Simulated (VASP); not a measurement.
# A VASP study of BaTi2Bi2O (r2SCAN + rVV10): structure first, properties next, part 6 of 6

Wanted: the relaxed cell of BaTi2Bi2O and its properties. The start is a computed cell from the Materials Project.

VASP 6.6.1; r2SCAN with rVV10, no spin polarisation; plane waves and PAW (Ba_sv, Ti_sv, Bi_d, O).

Still holding for the runs below: This run has no spin polarisation, although Ti can carry a moment. Spin-orbit coupling is off here; with elements this heavy it splits and shifts levels by tenths of an eV or more.

So far. Step 6 (Total and projected DOS (r2SCAN + rVV10)): The finer mesh and the other smearing move the Fermi level by -0.01 eV from the 6×6×3 run, a small shift, which tests the Fermi level alone. Of the states within 0.3 eV of the Fermi level, the largest shares in the PAW spheres are Ti d 58 % and Bi p 8 %. The rest lies in smaller channels or between the spheres. The relaxed cell has a = 4.097, c = 8.533 Å (conventional setting).

## (8) Optical spectrum (r2SCAN + rVV10)

LOPTICS sums transitions from filled to empty bands. The mesh is finer than in the run before. NBANDS is raised for it.

Input file INCAR:

```
SYSTEM = BaTi2Bi2O
PREC = Accurate
ENCUT = 520
EDIFF = 1E-06
NELM = 100
ISMEAR = 0
SIGMA = 0.05
LREAL = .FALSE.
ALGO = Normal
METAGGA = R2SCAN
LUSE_VDW = .TRUE.
IVDW_NL = 2
BPARAM = 11.95
CPARAM = 0.0093
LASPH = .TRUE.
NBANDS = 83
LORBIT = 11
LWAVE = .FALSE.
LCHARG = .FALSE.
KPAR = 4
LOPTICS = .TRUE.
NEDOS = 1500
CSHIFT = 0.1
```

Input file POSCAR:

```
BaTi2Bi2O
1.0
    4.0967754502      0.0000000000      0.0000000000
    0.0000000000      4.0967754502      0.0000000000
    0.0000000000      0.0000000000      8.5330466247
Ba Ti Bi O
1 2 2 1
Direct
    0.5000000000      0.5000000000      0.5000000000
    0.0000000000      0.5000000000      0.0000000000
    0.5000000000      0.0000000000      0.0000000000
    0.0000000000      0.0000000000      0.2475347964
    0.0000000000      0.0000000000      0.7524652036
    0.5000000000      0.5000000000      0.0000000000
```

Input file KPOINTS:

```
Automatic mesh
0
Gamma
8 8 4
0 0 0
```

The projector-augmented-wave data sets are Ba_sv, Ti_sv, Bi_d and O (PBE family, release 64).

On the command line:

```sh
mpirun -np 4 vasp_std
```

Log:

```text
[... set-up lines as in an earlier step ...]
 entering main loop
       N       E                     dE             d eps       ncg     rms          rms(c)
Total rVV10 correction in eV:      1.6866360    72.6787400
Total rVV10 correction in eV:      1.6866360    72.6787400
Total rVV10 correction in eV:      1.6866360    72.6787400
Total rVV10 correction in eV:      1.6866360    72.6787400
DAV:   1     0.808967139469E+03    0.80897E+03   -0.29756E+04  7534   0.101E+03
DAV:   2    -0.494888211404E+02   -0.85846E+03   -0.78790E+03  7470   0.342E+02
DAV:   3    -0.191255748548E+03   -0.14177E+03   -0.13595E+03  8829   0.135E+02
DAV:   4    -0.204805012058E+03   -0.13549E+02   -0.12954E+02 12244   0.351E+01
DAV:   5    -0.205457679124E+03   -0.65267E+00   -0.65152E+00  9380   0.694E+00    0.193E+01
Total rVV10 correction in eV:      1.6684896    72.6787389
Total rVV10 correction in eV:      1.6684896    72.6787389
Total rVV10 correction in eV:      1.6684896    72.6787389
Total rVV10 correction in eV:      1.6684896    72.6787389
DAV:   6    -0.183888388055E+03    0.21569E+02   -0.26406E+01  9382   0.269E+01    0.102E+01
Total rVV10 correction in eV:      1.6826152    72.6787391
Total rVV10 correction in eV:      1.6826152    72.6787391
Total rVV10 correction in eV:      1.6826152    72.6787391
Total rVV10 correction in eV:      1.6826152    72.6787391
DAV:   7    -0.182171280607E+03    0.17171E+01   -0.83498E+00  9381   0.109E+01    0.538E+00
Total rVV10 correction in eV:      1.6839955    72.6787390
Total rVV10 correction in eV:      1.6839955    72.6787390
Total rVV10 correction in eV:      1.6839955    72.6787390
Total rVV10 correction in eV:      1.6839955    72.6787390
DAV:   8    -0.181914715608E+03    0.25656E+00   -0.70260E-01  9796   0.311E+00    0.219E+00
Total rVV10 correction in eV:      1.6921229    72.6787390
Total rVV10 correction in eV:      1.6921229    72.6787390
Total rVV10 correction in eV:      1.6921229    72.6787390
Total rVV10 correction in eV:      1.6921229    72.6787390
DAV:   9    -0.181939484243E+03   -0.24769E-01   -0.21105E-01  9801   0.179E+00    0.864E-01
Total rVV10 correction in eV:      1.6917067    72.6787390
Total rVV10 correction in eV:      1.6917067    72.6787390
Total rVV10 correction in eV:      1.6917067    72.6787390
Total rVV10 correction in eV:      1.6917067    72.6787390
DAV:  10    -0.181929696219E+03    0.97880E-02   -0.31894E-02  9364   0.843E-01    0.438E-01
Total rVV10 correction in eV:      1.6929409    72.6787390
Total rVV10 correction in eV:      1.6929409    72.6787390
Total rVV10 correction in eV:      1.6929409    72.6787390
Total rVV10 correction in eV:      1.6929409    72.6787390
DAV:  11    -0.181930003881E+03   -0.30766E-03   -0.65062E-03 10268   0.405E-01    0.141E-01
Total rVV10 correction in eV:      1.6935666    72.6787390
Total rVV10 correction in eV:      1.6935666    72.6787390
Total rVV10 correction in eV:      1.6935666    72.6787390
Total rVV10 correction in eV:      1.6935666    72.6787390
DAV:  12    -0.181930248830E+03   -0.24495E-03   -0.10095E-03  8764   0.131E-01    0.508E-02
Total rVV10 correction in eV:      1.6937611    72.6787390
Total rVV10 correction in eV:      1.6937611    72.6787390
Total rVV10 correction in eV:      1.6937611    72.6787390
Total rVV10 correction in eV:      1.6937611    72.6787390
DAV:  13    -0.181930312910E+03   -0.64080E-04   -0.16822E-04 10460   0.478E-02    0.131E-02
Total rVV10 correction in eV:      1.6937785    72.6787390
Total rVV10 correction in eV:      1.6937785    72.6787390
Total rVV10 correction in eV:      1.6937785    72.6787390
Total rVV10 correction in eV:      1.6937785    72.6787390
DAV:  14    -0.181930314721E+03   -0.18113E-05   -0.12073E-05  9828   0.140E-02    0.690E-03
Total rVV10 correction in eV:      1.6937783    72.6787390
Total rVV10 correction in eV:      1.6937783    72.6787390
Total rVV10 correction in eV:      1.6937783    72.6787390
Total rVV10 correction in eV:      1.6937783    72.6787390
DAV:  15    -0.181930314722E+03   -0.19281E-09   -0.12550E-06  7465   0.421E-03
Total rVV10 correction in eV:      1.6937847    72.6787390
Total rVV10 correction in eV:      1.6937847    72.6787390
Total rVV10 correction in eV:      1.6937847    72.6787390
Total rVV10 correction in eV:      1.6937847    72.6787390
Total rVV10 correction in eV:      1.6937748    72.6787390
Total rVV10 correction in eV:      1.6937748    72.6787390
Total rVV10 correction in eV:      1.6937748    72.6787390
Total rVV10 correction in eV:      1.6937748    72.6787390
   1 F= -.18193031E+03 E0= -.18192857E+03  d E =-.348889E-02
 optical routines
 imaginary and real dielectric function
 direction            1
 direction            2
 direction            3
```

Wall time 8.8 min (4 MPI ranks of AMD EPYC 7R43, shared host); peak memory 4 GiB.

OUTCAR, selected parts (step 8):

```text
   k-points           NKPTS =     45   k-points in BZ     NKDIM =     45   number of bands    NBANDS=     83

   NELECT =      70.0000    total number of electrons

 E-fermi :   6.9035

 k-point     1 :       0.0000    0.0000    0.0000
  band No.  band energies     occupation
    ...
     30       4.9217      2.00000
     31       4.9217      2.00000
     32       5.3398      2.00000
     33       5.6517      2.00000
     34       6.4180      2.00000
     35       6.9384      0.32347
     36       7.0545      0.00002
     37       7.0545      0.00002
     38       7.7873      0.00000
     39       8.2096      0.00000
    ...

  Total        0.1232588      0.1232588     -0.3626900      0.0000000      0.0000000      0.0000000
  in kB        1.3789234      1.3789234     -4.0574925      0.0000000      0.0000000      0.0000000
  external PRESSURE =      -0.4332152 kB  Pullay stress =       0.0000000 kB

 POSITION                                       TOTAL-FORCE (eV/Angst)
 -----------------------------------------------------------------------------------
      2.04839      2.04839      4.26652         0.000000      0.000000      0.000000
      0.00000      2.04839      0.00000         0.000000      0.000000      0.000000
      2.04839      0.00000      0.00000         0.000000      0.000000      0.000000
      0.00000      0.00000      2.11223        -0.000000      0.000000     -0.012467
      0.00000      0.00000      6.42082         0.000000     -0.000000      0.012467
      2.04839      2.04839      0.00000         0.000000      0.000000      0.000000
 -----------------------------------------------------------------------------------
    total drift:                                0.000000     -0.000000      0.000000

  FREE ENERGIE OF THE ION-ELECTRON SYSTEM (eV)
  ---------------------------------------------------
  free  energy   TOTEN  =      -181.9303147216 eV

  energy  without entropy=     -181.9268258349  energy(sigma->0) =     -181.92857028

 plasma frequency squared (from intraband transitions) (eV^2)
  --------------------------------------------------------------------------------------
       4.783       0.000       0.000
       0.000       4.783       0.000
       0.000       0.000       4.354

[... 7 parts as in an earlier step ...]

[... 9 further parts left out ...]
```

These are independent-particle spectra without excitons or local fields, and fine structure depends on the mesh and on CSHIFT. The intraband (Drude) part is not in this spectrum.

This step gave:

* SCF cycles: 15
* bands: 83
* irreducible k-points: 45
* free energy (TOTEN): -181.9303 eV
* energy at zero smearing: -181.9286 eV
* Fermi energy: 6.904 eV
* pressure: -0.04332 GPa

The imaginary dielectric function has structure finer than the step of the table below, so its rows give means over 2 eV, whole bins alone (the curve runs from 0 to 25.0 eV). Peaks (eV: height): xx 0.2: 139; zz 0.4: 6.95, 3.3: 22.7.

Imaginary dielectric function against photon energy; means over each step:

```
photon energy (eV)     xx     zz
                 2   12.4   10.2
                 4   9.20   15.0
                 6   4.78   4.49
                 8   3.23   2.33
                10   2.18   1.38
                12   1.44  0.964
                14  0.933  0.663
                16   1.21   1.02
                18  0.961   1.27
                20  0.646  0.732
                22  0.396  0.343
```

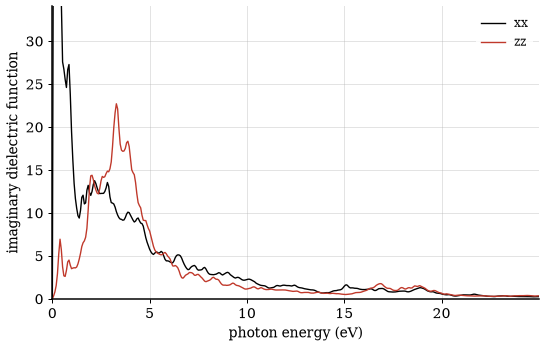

Imaginary dielectric function against photon energy. Below 1 eV the curve runs off the scale.

Table of real dielectric function by photon energy:

| photon energy (eV) | xx | zz |
| --- | --- | --- |
| 0 | 186 | 19.3 |
| 2 | 7.55 | 16.5 |
| 4 | 0.587 | -3.31 |
| 6 | -0.637 | -3.31 |
| 8 | -0.960 | -1.06 |
| 10 | -0.554 | -0.464 |
| 12 | -0.134 | -0.0949 |
| 14 | 0.246 | 0.388 |
| 16 | 0.229 | 1.14 |
| 18 | 0.292 | 0.472 |
| 20 | -0.107 | -0.165 |
| 22 | 0.182 | 0.353 |
| 24 | 0.416 | 0.521 |

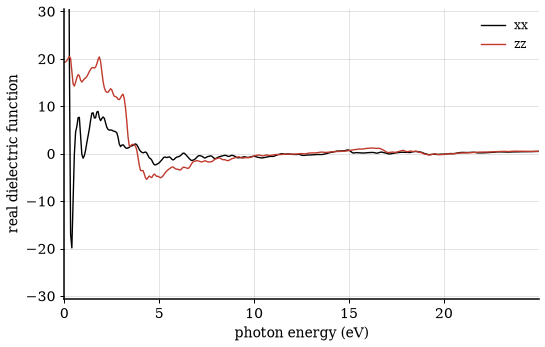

Real dielectric function against photon energy. Below 1 eV the curve runs off the scale.

## (9) Results

```json
{
 "relaxed volume": "23.87 Å³/atom",
 "relaxed conventional cell a, b, c": "4.097, 4.097, 8.533 Å",
 "space group after relaxing, within 0.02 Å": "P4/mmm (No. 123)",
 "band gap": "none, a metal",
 "DOS at the Fermi level": "3.11 states/eV/cell",
 "largest field gradient Vzz": "-131.40 V/Å² on Bi4"
}
```

In words: With r2SCAN + rVV10, BaTi2Bi2O relaxes to 23.87 Å³/atom in space group P4/mmm (held by the symmetry of the run) and comes out as a metal. Band structure (r2SCAN + rVV10): Of the bands kept, 2 cross the Fermi level on this path. Spin-orbit coupling is left out, and with elements this heavy it would split and shift bands near the Fermi level. The k-sampling is coarse for a metal, so the Fermi level, pressures and the shape of the cell carry errors. Magnetism was not tested. No search among competing phases was made, and a listed structure need not be the one stable at ambient conditions. All values are for a static lattice at zero temperature.

[Lines on the potential files, build, host, timing and source positions are cut from VASP's logs without a mark.]

[Logs are printed without paths, hosts, clocks, repeated set-up lines and the standing remarks that a program may print on its own settings, such as how far it seeks lower states.]

[Hosts, paths, dates, database ids (printed as entryN), source tags and the programs' standing remarks are cut or masked in the printed files.]

[A measured line is paired with the nearest computed mode of its activity, which favours agreement.]
